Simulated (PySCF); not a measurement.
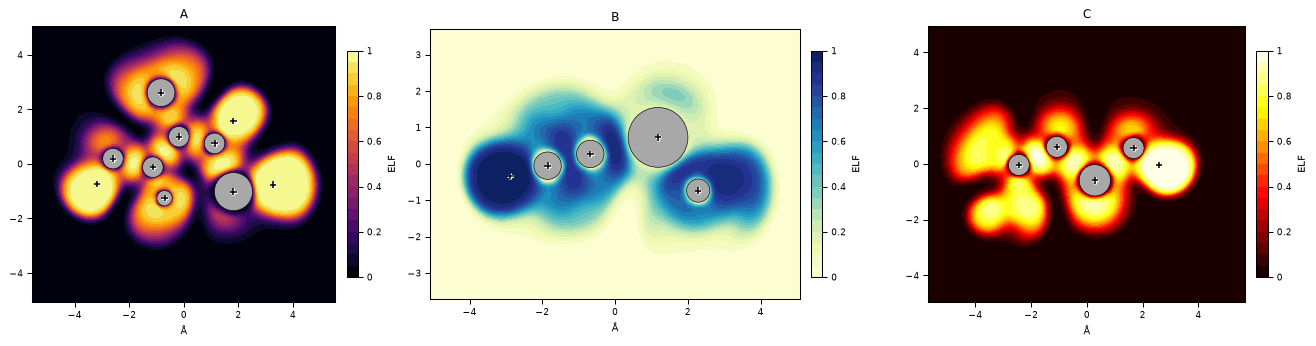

The electron localisation function of 3 systems, each on a plane through atoms (crosses mark nuclei in the plane; grey discs cover the cores).

Method: PySCF 2.14.0, CAM-B3LYP/def2-SVPD, SCF density, gas phase.

System 1: C3H9AlO2S, the plane of atoms S2, C1 and H9. Geometry: PBE0-D3(BJ)/def2-SVP.

```yaml
atoms:
  - { symbol: C, position_ang: [-1.8034, 1.1529, -0.5687] }
  - { symbol: S, position_ang: [-0.7229, -0.2924, -0.6347] }
  - { symbol: Al, position_ang: [-0.9047, -0.9613, 1.7685] }
  - { symbol: C, position_ang: [0.8820, 0.5561, -0.6849] }
  - { symbol: C, position_ang: [2.0472, -0.3888, -0.8534] }
  - { symbol: O, position_ang: [3.0674, -0.0944, -1.4090] }
  - { symbol: O, position_ang: [1.8159, -1.5688, -0.2802] }
  - { symbol: H, position_ang: [-1.5819, 1.7600, 0.3208] }
  - { symbol: H, position_ang: [-2.8297, 0.7709, -0.4965] }
  - { symbol: H, position_ang: [-1.6884, 1.7435, -1.4878] }
  - { symbol: H, position_ang: [-2.4898, -0.7122, 1.8491] }
  - { symbol: H, position_ang: [-0.3635, -2.4595, 1.8434] }
  - { symbol: H, position_ang: [0.0336, 0.2422, 2.2887] }
  - { symbol: H, position_ang: [1.0171, 1.1007, 0.2658] }
  - { symbol: H, position_ang: [0.8956, 1.2692, -1.5199] }
  - { symbol: H, position_ang: [2.6064, -2.1205, -0.3907] }
```

System 2: C2H5GeN, the plane of atoms C2, Ge3 and N4. Geometry: PBE0-D3(BJ)/def2-SVP.

```xyz
9

C     2.4531   -0.0690   -0.1110
C     1.2787    0.2455   -0.0490
Ge   -0.5836    0.6880    0.0481
N    -1.6791   -0.7806    0.0375
H     3.4920   -0.3429   -0.1661
H    -0.8228    1.4394    1.3641
H    -0.9312    1.5396   -1.1799
H    -1.6081   -1.3378   -0.8105
H    -1.5405   -1.3994    0.8329
```

System 3: C5H9ClOSi (SMILES C[SiH2]/C=C(/Cl)C(C)=O), the plane of atoms Si2, C3 and H14. Geometry: GFN2-xTB.

```xyz
17

C    -2.5215    0.0613    0.2404
Si   -1.3893   -0.5373   -1.1616
C     0.1149   -1.4648   -0.4658
C     1.1355   -0.8281    0.0992
Cl    2.5274   -1.6620    0.7364
C     1.1211    0.6387    0.1976
C     2.3158    1.3249    0.7825
O     0.1451    1.2426   -0.2022
H    -2.0524    0.8255    0.8486
H    -3.4314    0.4799   -0.1765
H    -2.8047   -0.7634    0.8885
H    -1.0353    0.4217   -2.2029
H    -2.1201   -1.6350   -1.8375
H     0.1426   -2.5408   -0.5374
H     2.4876    0.9649    1.7952
H     3.1990    1.0838    0.1934
H     2.1585    2.4002    0.7921
```

Match each panel to its system.

Panel A is system 3, C5H9ClOSi: the plane holds Si, C, Cl, O and H. C–O (1.22 Å): the ELF peaks at about 0.85 between the atoms (a short, multiple covalent bond). Panel B is system 2, C2H5GeN: the plane holds C, Ge, N and H. C–C (1.22 Å): the ELF peaks at about 0.85 between the atoms; a short, multiple covalent bond. Panel C is system 1, C3H9AlO2S: the plane holds C, S and H. C–C (1.51 Å): the ELF peaks at about 0.95 between the atoms: a shared electron pair.
